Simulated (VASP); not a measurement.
# MnPt with LDA: from relaxation to properties, part 3 of 7

Aim: relax MnPt, then compute properties on the relaxed cell. The start is a cell from a database of measured crystal structures.

VASP 6.6.1, plane waves and PAW; the level of theory is named at each step.

So far. Step 5 (Magnetic order: antiferromagnetic, q = (1/2, 1/2, 0)): The energy lies -177.7 meV an atom from the first pattern. The run ends antiferromagnetic with a largest moment of 3.52 μB, and the mesh shows no gap. Step 6 (The orders side by side): The session goes on in the lowest magnetic state found: antiferromagnetic, q = (1/2, 1/2, 0). The next one lies 35.8 meV an atom higher.

### Step 7. Full relaxation (LDA)

This step: LDA, spin-polarised from an antiferromagnetic start; plane waves and PAW (Mn_pv, Pt) (VASP 6.6.1).

The start need not lie at this functional's minimum. ISIF = 3 frees volume, shape and positions, and EDIFFG sets the threshold on forces and stress at which the search stops.

Contents of INCAR:

```
SYSTEM = MnPt
PREC = Accurate
ENCUT = 400
EDIFF = 1E-06
NELM = 100
ISMEAR = 1
SIGMA = 0.2
LREAL = .FALSE.
ALGO = Normal
GGA = CA
NBANDS = 31
ISPIN = 2
MAGMOM = 3.52 -3.52 0 0
LASPH = .TRUE.
LMAXMIX = 4
LORBIT = 11
LWAVE = .FALSE.
LCHARG = .FALSE.
KPAR = 4
IBRION = 2
NSW = 60
ISIF = 3
EDIFFG = -0.01
```

Contents of POSCAR:

```
MnPt
1.0
    5.6600000000      0.0000000000      0.0000000000
    2.8300000000      2.8300000000      0.0000000000
    0.0000000000      0.0000000000      3.6600000000
Mn Pt
2 2
Direct
    0.0000000000      0.0000000000      0.0000000000
    0.5000000000      0.0000000000      0.0000000000
    0.0000000000      0.5000000000      0.5000000000
    0.5000000000      0.5000000000      0.5000000000
```

Contents of KPOINTS:

```
Automatic mesh
0
Gamma
9 9 7
0 0 0
```

Potentials, in the order of the species: Mn_pv and Pt (LDA family, release 64).

The run is started by

```console
mpirun -np 4 vasp_std
```

The log of the run:

```text
[... set-up lines as in an earlier step ...]
 entering main loop
       N       E                     dE             d eps       ncg     rms          rms(c)
DAV:   1     0.412031817713E+03    0.41203E+03   -0.21657E+04  7976   0.145E+03
DAV:   2    -0.164548340183E+02   -0.42849E+03   -0.40055E+03  7916   0.419E+02
DAV:   3    -0.390301160499E+02   -0.22575E+02   -0.21301E+02  8385   0.106E+02
DAV:   4    -0.394438298727E+02   -0.41371E+00   -0.41215E+00  8217   0.141E+01
DAV:   5    -0.394509996309E+02   -0.71698E-02   -0.71694E-02  8364   0.201E+00    0.220E+01
DAV:   6    -0.404686001681E+02   -0.10176E+01   -0.35414E+01  7720   0.626E+01    0.303E+01
DAV:   7    -0.361281661354E+02    0.43404E+01   -0.25010E+01  8658   0.617E+01    0.111E+01
DAV:   8    -0.359646104840E+02    0.16356E+00   -0.15486E+00  7818   0.118E+01    0.554E+00
DAV:   9    -0.359190964453E+02    0.45514E-01   -0.29903E-01  8315   0.509E+00    0.279E+00
DAV:  10    -0.359002075732E+02    0.18889E-01   -0.86552E-02  8757   0.304E+00    0.137E+00
DAV:  11    -0.359056205873E+02   -0.54130E-02   -0.13035E-02  7930   0.984E-01    0.466E-01
DAV:  12    -0.359060267601E+02   -0.40617E-03   -0.16403E-03  8280   0.507E-01    0.175E-01
DAV:  13    -0.359060189252E+02    0.78349E-05   -0.36420E-04  8183   0.208E-01    0.583E-02
DAV:  14    -0.359060252615E+02   -0.63363E-05   -0.94065E-05  8372   0.699E-02    0.190E-02
DAV:  15    -0.359060241029E+02    0.11586E-05   -0.76250E-06  7678   0.228E-02    0.618E-03
DAV:  16    -0.359060239815E+02    0.12135E-06   -0.11371E-06  3916   0.804E-03
   1 F= -.35906024E+02 E0= -.35910638E+02  d E =-.359060E+02  mag=    -0.0000
 curvature:   0.00 expect dE= 0.000E+00 dE for cont linesearch  0.000E+00
 trial: gam= 0.00000 g(F)=  0.186E-58 g(S)=  0.121E+01 ort = 0.000E+00 (trialstep = 0.100E+01)
 search vector abs. value=  0.121E+01
 bond charge predicted
       N       E                     dE             d eps       ncg     rms          rms(c)
DAV:   1    -0.683084906574E+02   -0.32402E+02   -0.52133E+02  7524   0.225E+02    0.655E+01
DAV:   2    -0.543378212460E+02    0.13971E+02   -0.18709E+02  7482   0.147E+02    0.453E+01
DAV:   3    -0.435101074244E+02    0.10828E+02   -0.15663E+02  8664   0.145E+02    0.318E+01
DAV:   4    -0.359215185291E+02    0.75886E+01   -0.11644E+01  7966   0.354E+01    0.149E+01
DAV:   5    -0.353562839008E+02    0.56523E+00   -0.10454E+00  8754   0.871E+00    0.108E+01
DAV:   6    -0.353033646485E+02    0.52919E-01   -0.22939E-01  8404   0.435E+00    0.680E+00
DAV:   7    -0.354148266320E+02   -0.11146E+00   -0.58761E-01  8996   0.637E+00    0.334E+00
DAV:   8    -0.354283789083E+02   -0.13552E-01   -0.92905E-02  8314   0.231E+00    0.207E+00
DAV:   9    -0.354772087545E+02   -0.48830E-01   -0.23621E-01  8626   0.449E+00    0.128E+00
DAV:  10    -0.354802670477E+02   -0.30583E-02   -0.52372E-02  8234   0.179E+00    0.130E+00
DAV:  11    -0.354812192707E+02   -0.95222E-03   -0.66558E-03  7708   0.876E-01    0.759E-01
DAV:  12    -0.354794788489E+02    0.17404E-02   -0.23968E-03  8400   0.672E-01    0.274E-01
DAV:  13    -0.354800044773E+02   -0.52563E-03   -0.34124E-03  8122   0.546E-01    0.132E-01
DAV:  14    -0.354800081770E+02   -0.36997E-05   -0.20628E-04  7896   0.176E-01    0.463E-02
DAV:  15    -0.354800080847E+02    0.92304E-07   -0.13628E-05  8210   0.302E-02    0.245E-02
DAV:  16    -0.354800108552E+02   -0.27705E-05   -0.13277E-05  8412   0.395E-02    0.820E-03
DAV:  17    -0.354800107781E+02    0.77179E-07   -0.10615E-06  4014   0.787E-03
   2 F= -.35480011E+02 E0= -.35481803E+02  d E =0.426013E+00  mag=    -0.0000
[...]
3 F= -.36166324E+02 E0= -.36171681E+02  d E =-.260300E+00  mag=    -0.0000
[...]
4 F= -.36166890E+02 E0= -.36172259E+02  d E =-.260866E+00  mag=     0.0000
[...]
5 F= -.36188601E+02 E0= -.36194280E+02  d E =-.217103E-01  mag=    -0.0000
[...]
6 F= -.36194294E+02 E0= -.36200191E+02  d E =-.274035E-01  mag=     0.0000
[...]
7 F= -.36194317E+02 E0= -.36200211E+02  d E =-.274266E-01  mag=     0.0000
[...]
8 F= -.36194236E+02 E0= -.36200127E+02  d E =0.806924E-04  mag=     0.0000
 trial-energy change:    0.000081  1 .order    0.000060   -0.000209    0.000329
 step:   0.3435(harm=  0.3971)  dis= 0.00000  next Energy=   -36.194351 (dE=-0.345E-04)
 bond charge predicted
       N       E                     dE             d eps       ncg     rms          rms(c)
DAV:   1    -0.361969747113E+02   -0.27380E-02   -0.41583E-02  7496   0.215E+00    0.499E-01
DAV:   2    -0.361959314526E+02    0.10433E-02   -0.15828E-02  7594   0.167E+00    0.563E-01
DAV:   3    -0.361944393382E+02    0.14921E-02   -0.54329E-03  8376   0.107E+00    0.144E-01
DAV:   4    -0.361943688723E+02    0.70466E-04   -0.47707E-04  7902   0.275E-01    0.470E-02
DAV:   5    -0.361943610747E+02    0.77976E-05   -0.24598E-05  7734   0.418E-02    0.289E-02
DAV:   6    -0.361943571276E+02    0.39471E-05   -0.89119E-06  7986   0.267E-02    0.106E-02
DAV:   7    -0.361943569215E+02    0.20607E-06   -0.12309E-06  4408   0.124E-02
   9 F= -.36194357E+02 E0= -.36200249E+02  d E =-.400182E-04  mag=     0.0000
 curvature:  -0.20 expect dE=-0.953E-06 dE for cont linesearch -0.723E-06
 trial: gam= 0.00000 g(F)=  0.290E-58 g(S)=  0.482E-05 ort =-0.274E-04 (trialstep = 0.885E+00)
 search vector abs. value=  0.482E-05
 reached required accuracy - stopping structural energy minimisation
```

Wall time 2 min (4 MPI ranks of Intel Xeon 6975P-C (Granite Rapids), shared host); peak memory 1 GiB.

Parts of OUTCAR (step 7):

```text
   NELECT =      46.0000    total number of electrons

 E-fermi :  11.1539

 spin component 1
 k-point     1 :       0.0000    0.0000    0.0000
  band No.  band energies     occupation
    ...
     17       9.4232      1.00000
     18       9.7226      1.00000
     19      10.5690      1.00014
     20      10.9341      1.03258
     21      10.9341      1.03258
     22      11.3889     -0.03505
     23      12.2718     -0.00000
     24      12.3587     -0.00000
     25      12.4010     -0.00000
     26      12.4010     -0.00000
    ...

 k-point     2 :       0.1111    0.0000    0.0000
  band No.  band energies     occupation
    ...
     18       9.7078      1.00000
     19      10.4264      1.00000
     20      10.4872      1.00001
     21      10.5187      1.00003
     22      10.9334      1.03276
     23      11.6355     -0.00173
     24      11.9687     -0.00000
     25      12.3487     -0.00000
     26      12.3739     -0.00000
     27      12.5042     -0.00000
    ...

  Total       -0.0140749     -0.0140749     -0.0017397      0.0000000     -0.0000000      0.0000000
  in kB       -0.4198628     -0.4198628     -0.0518963      0.0000000     -0.0000000      0.0000000
  external PRESSURE =      -0.2972073 kB  Pullay stress =       0.0000000 kB

 POSITION                                       TOTAL-FORCE (eV/Angst)
 -----------------------------------------------------------------------------------
      0.00000      0.00000      0.00000        -0.000000      0.000000      0.000000
      2.70672      0.00000     -0.00000        -0.000000      0.000000      0.000000
      1.35336      1.35336      1.83275         0.000000     -0.000000     -0.000000
      4.06008      1.35336      1.83275        -0.000000      0.000000      0.000000
 -----------------------------------------------------------------------------------
    total drift:                                0.000000      0.000000     -0.000000

  FREE ENERGIE OF THE ION-ELECTRON SYSTEM (eV)
  ---------------------------------------------------
  free  energy   TOTEN  =       -36.1943569215 eV

  energy  without entropy=      -36.2120343369  energy(sigma->0) =      -36.20024939

 reached required accuracy - stopping structural energy minimisation

 magnetization (x)
# of ion       s       p       d       tot
------------------------------------------
    1        0.022   0.045   3.191   3.257
    2       -0.022  -0.045  -3.191  -3.257
    3        0.000   0.000   0.000   0.000
    4        0.000   0.000   0.000   0.000
--------------------------------------------------
tot          0.000   0.000  -0.000  -0.000

[... 6 parts as in an earlier step ...]

[... 11 further parts left out ...]
```

CONTCAR:

```
MnPt
   1.00000000000000
     5.4134336588510008    0.0000000000000000   -0.0000000000000000
     2.7067168294255004    2.7067168294255004   -0.0000000000000000
     0.0000000000000000   -0.0000000000000000    3.6655023879999793
  Mn              Pt
     2     2
Direct
     0.0000000000000000    0.0000000000000000    0.0000000000000000
     0.5000000000000000    0.0000000000000000    0.0000000000000000
     0.0000000000000000    0.5000000000000000    0.5000000000000000
     0.5000000000000000    0.5000000000000000    0.5000000000000000
```

The magnetic order is the lowest of the few collinear ones that converged above; longer or canted patterns were not tried. The cell is doubled for it, so bands and modes from the zone boundary of the chemical cell fold onto Γ and the labels are those of the larger cell. After so large a change of volume the plane waves of the start cell no longer fit, so the final stress carries a basis-set error. The run keeps the 16 symmetry operations of its start, so it cannot find a distortion of lower symmetry.

Step by step:

```
step  energy less that of the first step (eV)  largest force (eV/Å)  pressure (GPa)  volume (Å³)
   1                                   0.0000                0.0000          -15.72        58.63
   2                                   0.4260                0.0000           37.29        47.25
   3                                  -0.2603                0.0000           -0.57        54.01
   4                                  -0.2609                0.0000            0.27        53.81
   5                                  -0.2826                0.0000            0.15        53.73
   6                                  -0.2883                0.0000            0.24        53.65
   7                                  -0.2883                0.0000            0.22        53.66
   8                                  -0.2882                0.0000           -0.35        53.81
   9                                  -0.2883                0.0000           -0.03        53.71
```

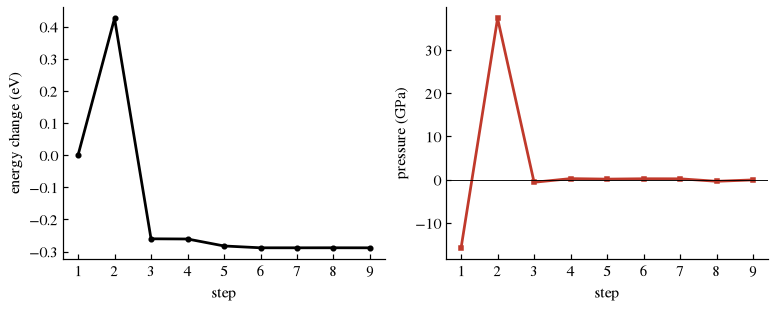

Energy and pressure along the relaxation.

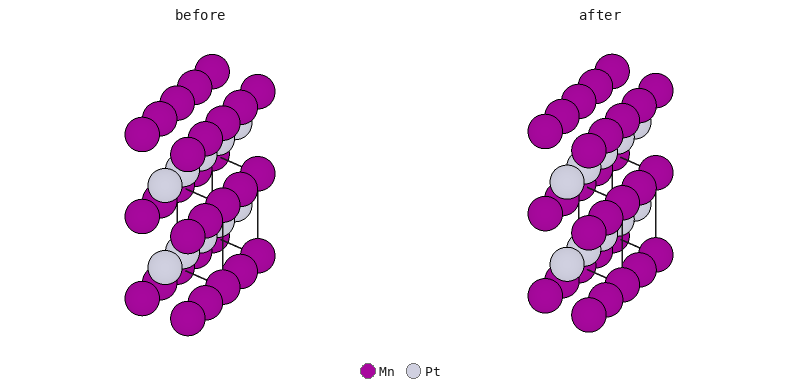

The structure before and after the relaxation, drawn at the same scale.

```
     cell as run  before  after  change
           a (Å)   5.660  5.413  -4.4 %
           b (Å)   4.002  3.828  -4.4 %
           c (Å)   3.660  3.666  +0.2 %
volume (Å³/atom)   14.66  13.43  -8.4 %
```

Final coordinates:

```xyz
4
Lattice="5.4134 0.0000 0.0000 2.7067 2.7067 0.0000 0.0000 0.0000 3.6655" Properties=species:S:1:pos:R:3 pbc="T T T"
Mn    0.0000    0.0000    0.0000
Mn    2.7067    0.0000    0.0000
Pt    1.3534    1.3534    1.8328
Pt    4.0601    1.3534    1.8328
```

Numbers from this step:

```
free energy (TOTEN)             : -36.19 eV
energy at zero smearing         : -36.20 eV
Fermi energy                    : 11.15 eV
pressure                        : -0.02972 GPa
SCF cycles over all ionic steps : 89
```

Spin moment in the PAW sphere by atom:

```
atom  spin moment in the PAW sphere (μB)
 Mn1                                3.26
 Mn2                               -3.26
 Pt3                                0.00
 Pt4                                0.00
```

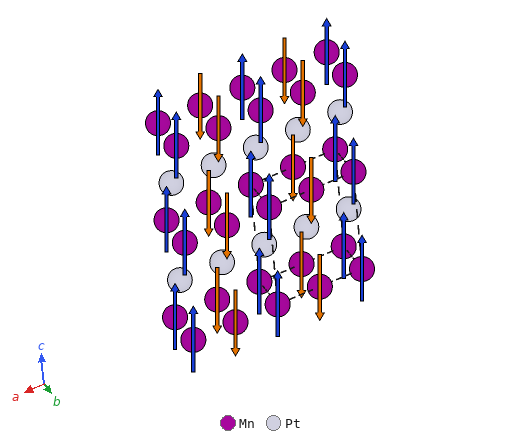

Spin moment in the PAW sphere as arrows, the longest 3.26 μB. Up and down stand for the sign. Arrows give size and sign along the axis of quantisation, drawn up and down the page. The two directions have two colours. 2×1×2 cells are drawn. Some periodic images of atoms are drawn too.

It ends with forces that vanish by symmetry and a pressure of -0.03 GPa.

### Step 8. Second relaxation

A relaxation keeps the plane waves of the cell it began with, so it is repeated from the new cell, on a basis made for it. The mesh changes with the cell too.

INCAR is that of step 7.

Contents of POSCAR:

```
MnPt
1.0
    5.4134336589      0.0000000000      0.0000000000
    2.7067168294      2.7067168294      0.0000000000
    0.0000000000      0.0000000000      3.6655023880
Mn Pt
2 2
Direct
    0.0000000000      0.0000000000      0.0000000000
    0.5000000000      0.0000000000      0.0000000000
    0.0000000000      0.5000000000      0.5000000000
    0.5000000000      0.5000000000      0.5000000000
```

Contents of KPOINTS:

```
Automatic mesh
0
Gamma
10 10 7
0 0 0
```

The run is started by

```console
mpirun -np 4 vasp_std
```

The log of the run:

```text
[... set-up lines as in an earlier step ...]
 entering main loop
       N       E                     dE             d eps       ncg     rms          rms(c)
DAV:   1     0.420098781128E+03    0.42010E+03   -0.21518E+04 11048   0.148E+03
DAV:   2    -0.161530306575E+02   -0.43625E+03   -0.40908E+03 10969   0.429E+02
DAV:   3    -0.392596193969E+02   -0.23107E+02   -0.21812E+02 11505   0.109E+02
DAV:   4    -0.396440645306E+02   -0.38445E+00   -0.38342E+00 11564   0.141E+01
DAV:   5    -0.396508770682E+02   -0.68125E-02   -0.68118E-02 11870   0.199E+00    0.257E+01
DAV:   6    -0.398515080011E+02   -0.20063E+00   -0.28719E+01 10864   0.582E+01    0.257E+01
DAV:   7    -0.366646801056E+02    0.31868E+01   -0.20918E+01 12332   0.581E+01    0.123E+01
DAV:   8    -0.361928641465E+02    0.47182E+00   -0.15167E+00 11208   0.124E+01    0.585E+00
DAV:   9    -0.361789278522E+02    0.13936E-01   -0.30546E-01 12080   0.513E+00    0.298E+00
DAV:  10    -0.361742041072E+02    0.47237E-02   -0.81226E-02 12323   0.278E+00    0.157E+00
DAV:  11    -0.361765978641E+02   -0.23938E-02   -0.12178E-02 11088   0.102E+00    0.439E-01
DAV:  12    -0.361768850338E+02   -0.28717E-03   -0.99030E-04 11710   0.279E-01    0.228E-01
DAV:  13    -0.361768220821E+02    0.62952E-04   -0.37769E-04 12277   0.235E-01    0.999E-02
DAV:  14    -0.361768197122E+02    0.23699E-05   -0.20400E-04 12536   0.143E-01    0.171E-02
DAV:  15    -0.361768225460E+02   -0.28338E-05   -0.15915E-05 10948   0.304E-02    0.608E-03
DAV:  16    -0.361768225483E+02   -0.23610E-08   -0.26448E-07  6216   0.532E-03
   1 F= -.36176823E+02 E0= -.36183314E+02  d E =-.361768E+02  mag=     0.0000
 curvature:   0.00 expect dE= 0.000E+00 dE for cont linesearch  0.000E+00
 trial: gam= 0.00000 g(F)=  0.201E-59 g(S)=  0.720E-04 ort = 0.000E+00 (trialstep = 0.100E+01)
 search vector abs. value=  0.720E-04
 bond charge predicted
       N       E                     dE             d eps       ncg     rms          rms(c)
DAV:   1    -0.361787771994E+02   -0.19547E-02   -0.31678E-02 10535   0.187E+00    0.434E-01
DAV:   2    -0.361779212660E+02    0.85593E-03   -0.11747E-02 10648   0.142E+00    0.483E-01
DAV:   3    -0.361768668257E+02    0.10544E-02   -0.40284E-03 11977   0.909E-01    0.128E-01
DAV:   4    -0.361768091229E+02    0.57703E-04   -0.37176E-04 11235   0.247E-01    0.411E-02
DAV:   5    -0.361768035489E+02    0.55740E-05   -0.19415E-05 11032   0.389E-02    0.258E-02
DAV:   6    -0.361768004820E+02    0.30669E-05   -0.76274E-06 11202   0.250E-02    0.924E-03
DAV:   7    -0.361768003265E+02    0.15554E-06   -0.10413E-06  6156   0.115E-02
   2 F= -.36176800E+02 E0= -.36183295E+02  d E =0.222219E-04  mag=     0.0000
 trial-energy change:    0.000022  1 .order    0.000014   -0.000072    0.000100
 step:   0.3523(harm=  0.4199)  dis= 0.00000  next Energy=   -36.176835 (dE=-0.123E-04)
 bond charge predicted
       N       E                     dE             d eps       ncg     rms          rms(c)
DAV:   1    -0.361776718617E+02   -0.87138E-03   -0.13371E-02 10507   0.122E+00    0.281E-01
DAV:   2    -0.361773145499E+02    0.35731E-03   -0.49707E-03 10642   0.930E-01    0.316E-01
DAV:   3    -0.361768651569E+02    0.44939E-03   -0.16867E-03 11900   0.586E-01    0.816E-02
DAV:   4    -0.361768418897E+02    0.23267E-04   -0.15254E-04 11151   0.157E-01    0.269E-02
DAV:   5    -0.361768394768E+02    0.24129E-05   -0.80784E-06 10997   0.256E-02    0.168E-02
DAV:   6    -0.361768381500E+02    0.13268E-05   -0.31540E-06 10625   0.160E-02    0.580E-03
DAV:   7    -0.361768380349E+02    0.11506E-06   -0.43812E-07  5425   0.748E-03
   3 F= -.36176838E+02 E0= -.36183332E+02  d E =-.154866E-04  mag=     0.0000
 curvature:  -0.21 expect dE=-0.942E-07 dE for cont linesearch -0.906E-07
 trial: gam= 0.00000 g(F)=  0.270E-58 g(S)=  0.455E-06 ort =-0.561E-05 (trialstep = 0.870E+00)
 search vector abs. value=  0.455E-06
 reached required accuracy - stopping structural energy minimisation
```

Wall time 49 s (4 MPI ranks); peak memory 1 GiB.

Parts of OUTCAR (step 8):

```text
   k-points           NKPTS =     84   k-points in BZ     NKDIM =     84   number of bands    NBANDS=     31

   ENCUT  =  400.0 eV  29.40 Ry    5.42 a.u.   8.83  6.24  5.98*2*pi/ulx,y,z

   NELECT =      46.0000    total number of electrons

 E-fermi :  11.1688

 spin component 1
 k-point     1 :       0.0000    0.0000    0.0000
  band No.  band energies     occupation
    ...
     17       9.4331      1.00000
     18       9.7326      1.00000
     19      10.5799      1.00013
     20      10.9451      1.03347
     21      10.9451      1.03347
     22      11.4017     -0.03486
     23      12.2805     -0.00000
     24      12.3679     -0.00000
     25      12.4104     -0.00000
     26      12.4104     -0.00000
    ...

 k-point     2 :       0.1000    0.0000    0.0000
  band No.  band energies     occupation
    ...
     18       9.7194      1.00000
     19      10.4639      1.00000
     20      10.5722      1.00010
     21      10.6495      1.00074
     22      10.9445      1.03357
     23      11.7620     -0.00011
     24      12.0026     -0.00000
     25      12.3737     -0.00000
     26      12.3939     -0.00000
     27      12.5673     -0.00000
    ...

  Total        0.0028755      0.0028755      0.0046010     -0.0000000      0.0000000     -0.0000000
  in kB        0.0858266      0.0858266      0.1373289     -0.0000000      0.0000000     -0.0000000
  external PRESSURE =       0.1029940 kB  Pullay stress =       0.0000000 kB

 POSITION                                       TOTAL-FORCE (eV/Angst)
 -----------------------------------------------------------------------------------
      0.00000      0.00000      0.00000         0.000000     -0.000000     -0.000000
      2.70622      0.00000     -0.00000         0.000000     -0.000000      0.000000
      1.35311      1.35311      1.83239         0.000000      0.000000     -0.000000
      4.05933      1.35311      1.83239        -0.000000     -0.000000     -0.000000
 -----------------------------------------------------------------------------------
    total drift:                                0.000000      0.000000     -0.000000

  FREE ENERGIE OF THE ION-ELECTRON SYSTEM (eV)
  ---------------------------------------------------
  free  energy   TOTEN  =       -36.1768380349 eV

  energy  without entropy=      -36.1963188874  energy(sigma->0) =      -36.18333165

 magnetization (x)
# of ion       s       p       d       tot
------------------------------------------
    1        0.022   0.045   3.189   3.255
    2       -0.022  -0.045  -3.189  -3.255
    3        0.000   0.000   0.000   0.000
    4        0.000   0.000   0.000   0.000
--------------------------------------------------
tot          0.000   0.000   0.000   0.000

[... 2 parts as in an earlier step ...]

[... 14 further parts left out ...]
```

CONTCAR:

```
MnPt
   1.00000000000000
     5.4124341024648670    0.0000000000000185   -0.0000000000000000
     2.7062170511824521    2.7062170511824704   -0.0000000000000000
     0.0000000000000000   -0.0000000000000000    3.6647727888646915
  Mn              Pt
     2     2
Direct
     0.0000000000000000    0.0000000000000000    0.0000000000000000
     0.5000000000000000    0.0000000000000000    0.0000000000000000
     0.0000000000000000    0.5000000000000000    0.5000000000000000
     0.5000000000000000    0.5000000000000000    0.5000000000000000
```

Little changed from the start: no atom moved by 0.005 Å and no cell edge by 0.1 %.

This step gave:

```yaml
irreducible_k_points: 84
free_energy_toten: -36.18 eV
energy_at_zero_smearing: -36.18 eV
fermi_energy: 11.17 eV
pressure: 0.01030 GPa
scf_cycles_over_all_ionic_steps: 30
```

It ends with forces that vanish by symmetry and a pressure of 0.01 GPa. The volume moved by only 0.06 %, so the volume is settled.

(Continued in part 4 of 7.)

[Lines on the potential files, build, host, timing and source positions are cut from VASP's logs without a mark.]

[Logs are printed without paths, hosts, clocks, repeated set-up lines and the standing remarks that a program may print on its own settings, such as how far it seeks lower states.]

[Hosts, paths, dates, database ids (printed as entryN), source tags and the programs' standing remarks are cut or masked in the printed files.]

[A measured line is paired with the nearest computed mode of its activity, which favours agreement.]
